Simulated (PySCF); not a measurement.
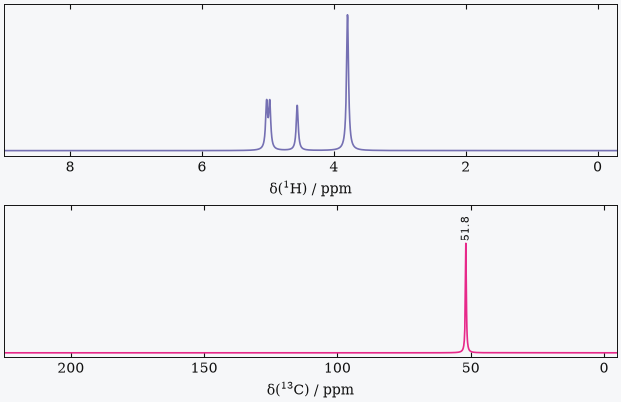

GIAO shifts, PBE0/def2-TZVP in PySCF, at a PBE0-D3(BJ)/def2-SVP geometry (no frequency check), against TMS for ¹H and TMS for ¹³C computed at the same level. Gas phase, fully decoupled, line heights follow the number of nuclei, widths are arbitrary (no quadrupolar broadening); values of one conformer, averaged over methyl-type rotors and exact or near symmetry; other conformers aren't averaged in.

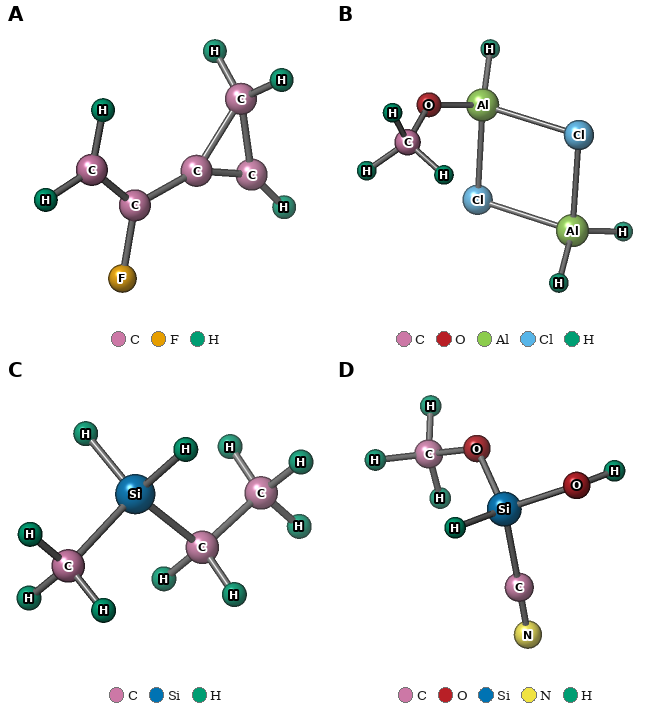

**Which structure fits the spectrum? Choose among the lettered structures.**

Structure B, CH₆Al₂Cl₂O, SMILES C[O][AlH-]1[Cl+][AlH2-][Cl+]1, singlet. Its ¹H signals: 5.02 (1 H), 4.97 (1 H), 4.56 (1 H), 3.79 (3 H) ppm. Its ¹³C signals: 51.8 (1 C) ppm.
